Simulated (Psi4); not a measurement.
# One shape, several levels: triplet InClF2

We compute a comparison of 3 runs (U-wB97X/def2-SVP, UB2PLYP/def2-SVP, UM06-2X/def2-SVP) of triplet InClF2. 

The results are computed with Psi4 1.11.

2 further runs of the same task are left out: 2 that didn't finish.

## (1) The molecule

The species is InClF2 (4 atoms), meant as a triplet with charge 0. SMILES of the parent species: `[F][In]([F])[Cl]`. The coordinates come from a PBE0-D4/def2-TZVP relaxation. That shape belongs to the parent species and isn't relaxed for this state.

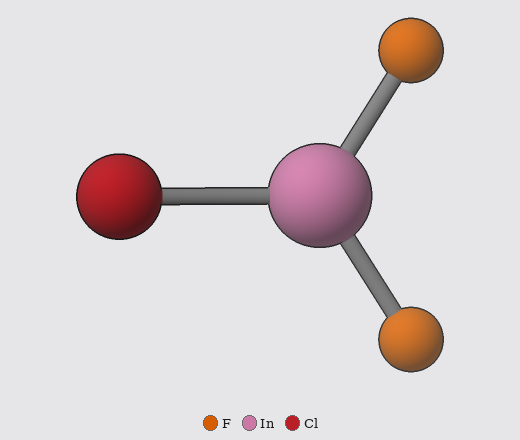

The structure, seen from a chosen angle (fluorine orange, indium pink, chlorine red).

## (2) Energy and gradient at U-wB97X/def2-SVP (core potential) (run 1)

The input, job.py:

```python
import psi4

psi4.set_memory('2200 MB')
psi4.set_num_threads(1)
psi4.set_output_file('run.log', False)

m = psi4.geometry("""
0 3
F      0.588200     0.614600     1.749600
In     0.046700    -0.040500     0.025100
F      0.831500    -1.720700    -0.482100
Cl    -1.410900     1.086300    -1.312800
symmetry c1
no_reorient
no_com
""")

psi4.set_options({
    'reference': 'uks',
    'puream': True,
    'e_convergence': 1e-09,
    'd_convergence': 1e-08,
    'scf_type': 'pk',
    'dft_radial_points': 99,
    'dft_spherical_points': 590,
    'maxiter': 100,
})

E, wfn = psi4.gradient("wb97x/def2-SVP", molecule=m, return_wfn=True)
psi4.oeprop(wfn, "MAYER_INDICES", "DIPOLE", "MULLIKEN_CHARGES", title="WB97X")
print('gradient / Eh bohr^-1')
print(E.np.round(6))
print(f'energy = {wfn.energy():.10f} Eh')
```

Launch:

```console
$ python job.py
```

run.log:

```text
[...]
    !!!  WARNING: ECP capability is in beta. Please check occupations closely.  !!!
[...]
  Running in c1 symmetry.
[...]
  Nuclear repulsion =  244.158990462678702
[...]
  Multiplicity = 3
[...]
  Nalpha       = 29
  Nbeta        = 27
[...]
    Number of basis functions: 72
[...]
   @UKS iter   1:  -849.35063698189322   -1.28318e+00   1.05236e-02 ADIIS/DIIS
[...]
   @UKS iter  28:  -849.59015576186948   -1.36424e-11   8.18210e-09 DIIS
[...]
   @S^2 Observed:                2.009649708E+00
[...]
  @UKS Final Energy:  -849.59015576186948
   => Energetics <=
    Nuclear Repulsion Energy =            244.1589904626787018
    One-Electron Energy =               -1736.0702461507748922
    Two-Electron Energy =                 690.7341134886044074
    DFT Exchange-Correlation Energy =     -48.4130135623777207
    Empirical Dispersion Energy =           0.0000000000000000
    VV10 Nonlocal Energy =                  0.0000000000000000
    Total Energy =                       -849.5901557618694824
[...]
  -Total Gradient:
     Atom            X                  Y                   Z
    ------   -----------------  -----------------  -----------------
       1       -0.009930762005    -0.014080752702    -0.033984289680
       2       -0.050301493768     0.038892470556    -0.046181187745
       3       -0.014863183573     0.033242577581     0.011235459962
       4        0.074389064267    -0.057508854110     0.068281589448
[...]
 Multipole Moments:
 ------------------------------------------------------------------------------------
     Multipole            Electronic (a.u.)      Nuclear  (a.u.)        Total (a.u.)
 ------------------------------------------------------------------------------------
 L = 1.  Multiply by 2.5417464519 to convert [e a0] to [Debye]
 Dipole X            :         17.8957805          -19.3267960           -1.4310155
 Dipole Y            :        -13.3722816           14.4785147            1.1062330
 Dipole Z            :         18.3074879          -19.6210264           -1.3135385
 Magnitude           :                                                    2.2353837
[...]
  Mulliken Charges: (a.u.)
   Center  Symbol    Alpha    Beta     Spin     Total
       1     F     4.78838  4.63274  0.15565 -0.42112
       2    IN    10.53884  9.85968  0.67916  0.60148
       3     F     4.78838  4.63274  0.15564 -0.42113
       4    CL     8.88439  7.87484  1.00955  0.24076
   Total alpha = 29.00000, Total beta = 27.00000, Total charge =  0.00000
  Mayer Bond Indices:
  Total Bond Index:
  Irrep: 1 Size: 4 x 4
[...]
```

Standard output:

```text
gradient / Eh bohr^-1
[[-0.009931 -0.014081 -0.033984]
 [-0.050301  0.038892 -0.046181]
 [-0.014863  0.033243  0.011235]
 [ 0.074389 -0.057509  0.068282]]
energy = -849.5901557619 Eh
```

Wall time 59 s (1 thread of Intel Xeon at 2.50GHz (Skylake/Cascade Lake), shared host); peak memory 0.62 GiB.

## (3) The energy at UB2PLYP/def2-SVP (core potential, density fitting for correlation) (run 2)

The input, calc.inp:

```
memory 2200 mb

molecule {
  0 3
  F      0.588200     0.614600     1.749600
  In     0.046700    -0.040500     0.025100
  F      0.831500    -1.720700    -0.482100
  Cl    -1.410900     1.086300    -1.312800
  symmetry c1
  no_reorient
  no_com
}

set reference uks
set puream true
set e_convergence 1e-09
set d_convergence 1e-08
set scf_type pk
set dft_radial_points 99
set dft_spherical_points 590
set num_frozen_docc 11
set maxiter 100

energy_value = energy('b2plyp/def2-SVP')
print_variables()
```

Launch:

```console
$ psi4 calc.inp calc.out -n 1
```

calc.out:

```text
[...]
    !!!  WARNING: ECP capability is in beta. Please check occupations closely.  !!!
[...]
  Running in c1 symmetry.
[...]
  Nuclear repulsion =  244.158990462678702
[...]
  Multiplicity = 3
[...]
  Nalpha       = 29
  Nbeta        = 27
[...]
    Number of basis functions: 72
[...]
   @UKS iter   1:  -848.62749283120479   -1.21975e+00   1.00468e-02 ADIIS/DIIS
[...]
   @UKS iter  26:  -848.84752165399004   -2.72848e-12   7.16458e-09 DIIS
[...]
   @S^2 Observed:                2.009337639E+00
[...]
    Orbital Energies [Eh]
    ---------------------
    Alpha Occupied:
       1A   -103.032653     2A    -25.267671     3A    -25.267632
       4A    -10.067298     5A     -7.724793     6A     -7.706104
       7A     -7.701652     8A     -4.983585     9A     -3.327812
      10A     -3.327417    11A     -3.320309    12A     -1.229264
      13A     -1.227365    14A     -1.093940    15A     -0.895380
      16A     -0.894744    17A     -0.887869    18A     -0.887766
      19A     -0.885467    20A     -0.583375    21A     -0.577178
      22A     -0.518867    23A     -0.497165    24A     -0.463545
      25A     -0.436546    26A     -0.431427    27A     -0.423295
      28A     -0.422833    29A     -0.204060
    Alpha Virtual:
[...]
  @UKS Final Energy:  -848.84752165399004
   => Energetics <=
    Nuclear Repulsion Energy =            244.1589904626787018
    One-Electron Energy =               -1736.1393802922593750
    Two-Electron Energy =                 674.7372781479515425
    DFT Exchange-Correlation Energy =     -31.6044099723609371
    Empirical Dispersion Energy =           0.0000000000000000
    VV10 Nonlocal Energy =                  0.0000000000000000
    Total Energy =                       -848.8475216539900430
[...]
 Multipole Moments:
 ------------------------------------------------------------------------------------
     Multipole            Electronic (a.u.)      Nuclear  (a.u.)        Total (a.u.)
 ------------------------------------------------------------------------------------
 L = 1.  Multiply by 2.5417464519 to convert [e a0] to [Debye]
 Dipole X            :         17.7353872          -19.3267960           -1.5914088
 Dipole Y            :        -13.2482710           14.4785147            1.2302436
 Dipole Z            :         18.1602364          -19.6210264           -1.4607900
 Magnitude           :                                                    2.4859583
[...]
```

It took 40 s on 1 thread of Intel Xeon at 2.50GHz (Skylake/Cascade Lake), shared host; peak memory 0.59 GiB.

## (4) Energy and gradient at UM06-2X/def2-SVP (core potential) (run 3)

The input, clf2in.dat:

```
memory 2.2 GB

molecule {
  0 3
  F      1.11153691     1.16142568     3.30626483
  In     0.08825021    -0.07653391     0.04743213
  F      1.57130727    -3.25165174    -0.91103696
  Cl    -2.66621459     2.05280949    -2.48083246
  units au
  symmetry c1
  no_reorient
  no_com
}

set basis def2-SVP
set reference uks
set puream true
set e_convergence 1e-09
set d_convergence 1e-08
set scf_type pk
set dft_radial_points 99
set dft_spherical_points 590
set maxiter 100

E, wfn = gradient('m06-2x', return_wfn=True)
oeprop(wfn, 'MULLIKEN_CHARGES', 'DIPOLE', 'MAYER_INDICES')
print_variables()
```

Launch:

```console
$ psi4 -i clf2in.dat -o clf2in.out -n 1
```

clf2in.out:

```text
[...]
    !!!  WARNING: ECP capability is in beta. Please check occupations closely.  !!!
[...]
  Running in c1 symmetry.
[...]
  Nuclear repulsion =  244.158990485171842
[...]
  Multiplicity = 3
[...]
  Nalpha       = 29
  Nbeta        = 27
[...]
    Number of basis functions: 72
[...]
   @UKS iter   1:  -849.22024778187233   -1.18965e+00   1.01184e-02 DIIS/ADIIS
[...]
   @UKS iter  27:  -849.44540927621040   -8.49241e-11   8.11056e-09 DIIS
[...]
   @S^2 Observed:                2.008953987E+00
[...]
  @UKS Final Energy:  -849.44540927621040
   => Energetics <=
    Nuclear Repulsion Energy =            244.1589904851718416
    One-Electron Energy =               -1735.9716126921050545
    Two-Electron Energy =                 673.9276142491168002
    DFT Exchange-Correlation Energy =     -31.5604013183940175
    Empirical Dispersion Energy =           0.0000000000000000
    VV10 Nonlocal Energy =                  0.0000000000000000
    Total Energy =                       -849.4454092762103983
[...]
  -Total Gradient:
     Atom            X                  Y                   Z
    ------   -----------------  -----------------  -----------------
       1       -0.009970813720    -0.013410594060    -0.033279328613
       2       -0.054221242735     0.041936704003    -0.049793732949
       3       -0.014758005314     0.032512068099     0.010600792434
       4        0.078249597581    -0.060497704087     0.071829339773
[...]
 Multipole Moments:
 ------------------------------------------------------------------------------------
     Multipole            Electronic (a.u.)      Nuclear  (a.u.)        Total (a.u.)
 ------------------------------------------------------------------------------------
 L = 1.  Multiply by 2.5417464519 to convert [e a0] to [Debye]
 Dipole X            :         17.8291178          -19.3267960           -1.4976782
 Dipole Y            :        -13.3204787           14.4785147            1.1580360
 Dipole Z            :         18.2460238          -19.6210263           -1.3750025
 Magnitude           :                                                    2.3398118
[...]
  Mulliken Charges: (a.u.)
   Center  Symbol    Alpha    Beta     Spin     Total
       1     F     4.81177  4.66975  0.14202 -0.48153
       2    IN    10.49776  9.76928  0.72848  0.73295
       3     F     4.81177  4.66976  0.14201 -0.48153
       4    CL     8.87869  7.89120  0.98749  0.23011
   Total alpha = 29.00000, Total beta = 27.00000, Total charge =  0.00000
  Mayer Bond Indices:
  Total Bond Index:
  Irrep: 1 Size: 4 x 4
[...]
```

Run time: 80 s. Hardware: 1 thread of Intel Xeon at 2.50GHz (Skylake/Cascade Lake), shared host; peak memory 1.1 GiB.

## (5) Overview of the runs

```tsv
run	level	task	frozen core orbitals	energy (Eh)	dipole moment (D)	HOMO energy (eV)	⟨S²⟩	wall time
1	U-wB97X/def2-SVP (core potential)	gradient	0	-849.590156	5.68	-6.72	2.010	59 s
2	UB2PLYP/def2-SVP (core potential, density fitting for correlation)	energy	11	-849.037859	–	-5.55	2.009	40 s
3	UM06-2X/def2-SVP (core potential)	gradient	0	-849.445409	5.95	-5.65	2.009	80 s
```

## (6) Results

| quantity | value |
| --- | --- |
| run 3: total energy | -849.44541 Eh |
| run 3: dipole moment | 5.95 D |
| run 3: HOMO energy (highest over α and β) | -5.65 eV |
| run 3: ⟨S²⟩ | 2.009 |
| run 3: largest force on an atom | 6.286 eV/Å |

What this shows: Totals of different functionals can't be ranked against each other. All runs together took 3 min, the longest 80 s.
